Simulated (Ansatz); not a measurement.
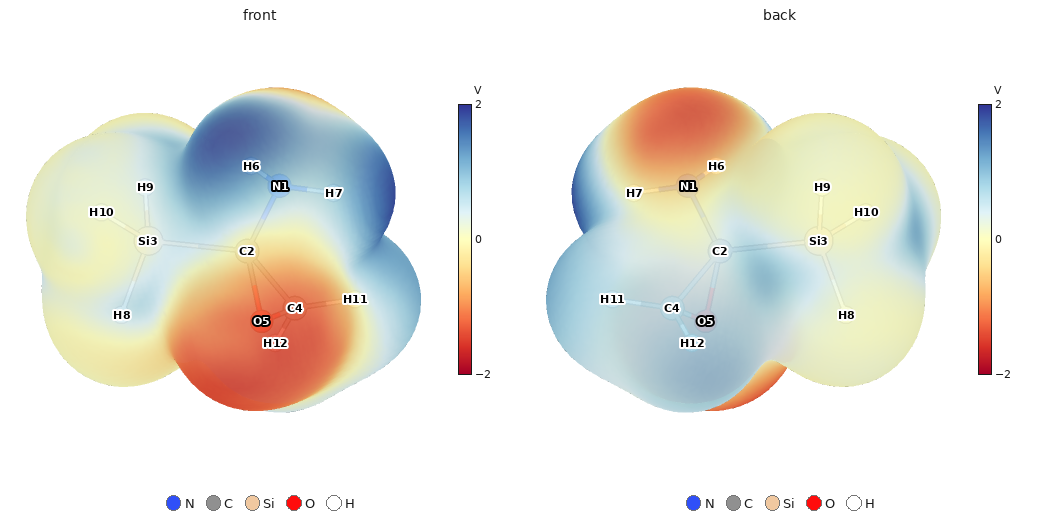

*C$_{2}$H$_{7}$NOSi (SMILES NC1([SiH3])CO1). The molecular electrostatic potential painted on the density surface at 0.002 e/bohr³, seen from the front and from behind; red is negative and blue positive.*

Geometry: PBE0-D4/def2-TZVP.

Theory: Ansatz 0.2.0, RKS PBE0-D4/def2-TZVPP.

```xyz
12

N    -1.0053    1.2024    0.2815
C    -0.2749    0.0435   -0.0503
Si    1.5932    0.2704   -0.1478
C    -0.8216   -1.2687    0.2857
O    -0.8118   -0.8505   -1.0660
H    -0.8712    1.9425   -0.3950
H    -1.9971    1.0235    0.3797
H     2.2011   -1.0119   -0.5803
H     2.1352    0.6688    1.1763
H     1.9016    1.3389   -1.1362
H    -1.8047   -1.3106    0.7540
H    -0.1676   -2.1034    0.5326
```

Where is the surface potential most negative and most positive?

The most negative region (about −1.4 V) lies over O5, the most positive (about +1.8 V) over H6 and H7. O5 is the likeliest acceptor of a hydrogen bond.
